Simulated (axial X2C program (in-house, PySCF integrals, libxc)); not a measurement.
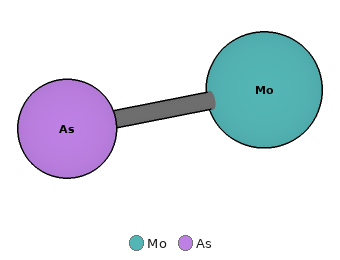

Fig. 1: The molecule at the reference distance of 2.289 Å.

# Relativistic diatomic calculation for MoAs

System: MoAs, single determinant with M_S = 3/2 and |Λ| = 0.
Method: TPSS, spin-free X2C-1e, Mo dyall-v3z, As dyall-v3z (cores contracted) (axial X2C program (in-house, PySCF integrals, libxc)).

**The program's output**
```
spin-free X2C-1e  TPSS
basis functions 204  fitting functions 1167  grid points 5799
iter        total energy     max residual
   1      -6309.096945701     7.04e-02
   2      -6309.101970657     1.05e-02
   3      -6309.099603209     1.57e-02
   4      -6309.089131201     2.46e-02
   5      -6309.103352919     1.57e-03
   6      -6309.103453316     7.50e-04
   7      -6309.103487735     4.44e-04
   8      -6309.103502107     2.90e-04
   9      -6309.103504473     2.36e-05
  10      -6309.103504496     1.16e-05
  11      -6309.103504500     2.57e-06
  12      -6309.103504500     2.68e-07
converged
one-electron -9371.12608817  Coulomb 2950.59382756  exact exchange 0.00000000  xc functional -208.99047252  nuclear repulsion 320.41922863
```

**The points of the curve**

| R (Å) | E (hartree) | dipole (D; origin at the first atom, positive when the second is positive) | highest filled (eV) | lowest empty (eV) |
| --- | --- | --- | --- | --- |
| 1.991 | −6309.073678 | −2.70 | −4.74 | −2.94 |
| 2.083 | −6309.094256 | −2.90 | −4.81 | −2.94 |
| 2.152 | −6309.101660 | −3.02 | −4.86 | −3.02 |
| 2.220 | −6309.104255 | −3.12 | −4.90 | −3.10 |
| 2.289 | −6309.103504 | −3.20 | −4.93 | −3.15 |
| 2.369 | −6309.099884 | −3.26 | −4.97 | −3.19 |
| 2.449 | −6309.094491 | −3.29 | −4.99 | −3.21 |
| 2.552 | −6309.086245 | −3.30 | −5.00 | −3.21 |
| 2.678 | −6309.075482 | −3.28 | −5.01 | −3.20 |
| 2.861 | −6309.060213 | −3.21 | −5.00 | −3.18 |

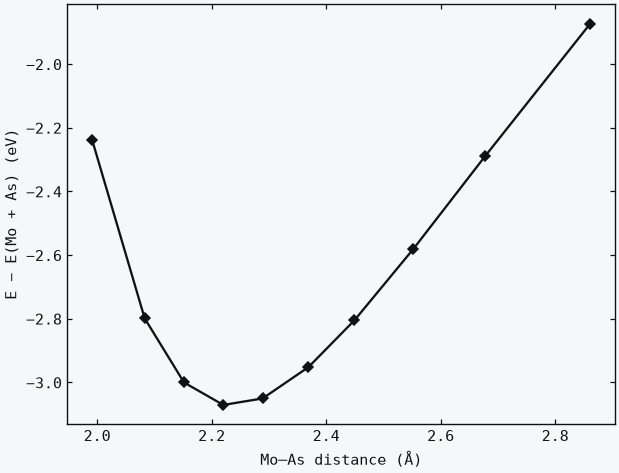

Fig. 2: Energy at 10 bond lengths, for one set of occupations held fixed; the line joins the points. A polynomial of degree 6 through 9 points gives rₑ = 2.236 Å, ωₑ = 334.9 cm⁻¹, ωₑxₑ = 1.6 cm⁻¹ and Bₑ = 0.07947 cm⁻¹. The minimum lies 3.07 eV below Mo + As, each computed as one determinant at the same level.

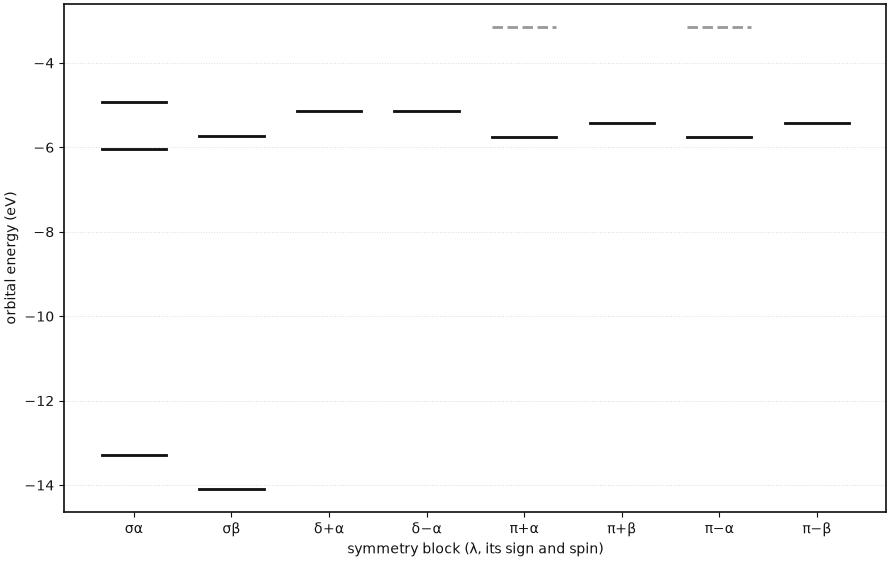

Fig. 3: Orbital energies near the frontier at 2.29 Å, filled (solid) and empty (dashed); a label such as π−α means λ = −1 and α spin. The highest filled orbital (σα; 56 % Mo s, 26 % Mo d) lies at −4.93 eV, the lowest empty one (π−α; 45 % As p, 26 % Mo p) at −3.15 eV.

**The input**
```
{"zs": [42, 33], "q": 0, "bas": ["dyall-v3z", "dyall-v3z"], "levels": ["PBE0", "HF", "TPSS", "PBE"], "cc": false, "r0": 2.59, "npts": 10, "nst": 2, "ntry": 6}
```

The line is the task of a batch: nuclear charges, charge, bases, the levels to run, a first guess of the distance and further settings. This report covers TPSS without spin-orbit coupling. The log is that of the reference distance 2.289 Å.

The run was one of a batch that the task file lists, launched with:
```bash
python <driver script> task.json out
```

**Key numbers**

```
                    quantity                      value
                     outcome                  converged
              bond length rₑ                    2.236 Å
                          ωₑ                 334.9 cm⁻¹
       energy at the minimum        −6309.10433 hartree
   depth below the fragments                    3.07 eV
largest ⟨S²⟩ along the curve                       5.49
                    hardware  1 CPU thread, shared host
                   wall time                       19 s
```

**Remarks**

⟨S²⟩ reaches 5.49 where a pure state of this multiplicity has 3.75, so the determinant is spin-contaminated.
